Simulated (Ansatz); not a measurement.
TiO₂ (space group Pbcn)

```xyz
12
Lattice="4.5452 0.0000 0.0000 0.0000 5.5137 0.0000 0.0000 0.0000 4.8940" Properties=species:S:1:pos:R:3 pbc="T T T"
Ti     2.2726     3.7257     3.6705
Ti     2.2726     1.7879     1.2235
Ti     0.0000     4.5448     1.2235
Ti     0.0000     0.9689     3.6705
O      3.3129     3.4086     0.3958
O      1.2323     2.1051     4.4982
O      3.5049     4.8619     2.8427
O      1.0403     0.6517     2.0512
O      1.0403     4.8619     4.4982
O      3.5049     0.6517     0.3958
O      1.2323     3.4086     2.0512
O      3.3129     2.1051     2.8427
```

Equation-of-state scan: isotropic scaling of the cell above, V₀ being its volume. The atoms relax within the cell's symmetry.

These are r2SCAN (plane waves to 500 eV, PAW, scalar-relativistic; Ansatz, a quantum-chemistry and plane-wave program) values and carry that method's errors. k mesh 6×5×6 (Γ-centred), Fermi-Dirac smearing 0.05 eV. Energies are smeared free energies. With the shape held, the modulus is that of even scaling; a crystal free to change shape is softer. TiO2 is run without spin polarisation. TiO2 was relaxed with its symmetry unable to fall. The zero of ΔE is the relaxed starting cell.

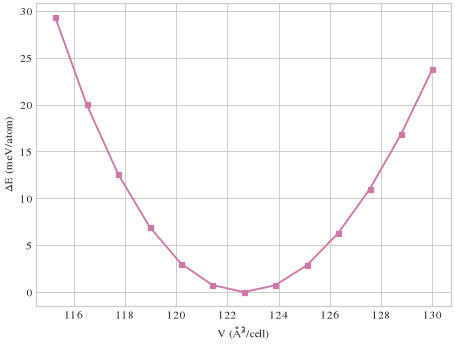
Figure: ΔE (meV/atom) against V (Å³/cell); markers are the computed points, lines only join them.

The energy cost of the largest compression comes out as 29.3 meV/atom and the pressure at the smallest volume comes out as 16.1 GPa. The energy cost of the largest expansion is 23.8 meV/atom and the equilibrium volume of the fit is 10.22 Å³/atom. The pressure for 5 % compression (fit) is 13.1 GPa.

P = (3B₀/2)(x⁷ − x⁵)[1 + ¾(B₀′ − 4)(x² − 1)] with x = (1/0.95)^(1/3), B₀ = 229 GPa and B₀′ = 4.21.

(Under strain, the slope of the energy per volume gives the stress and its curvature an elastic modulus.)
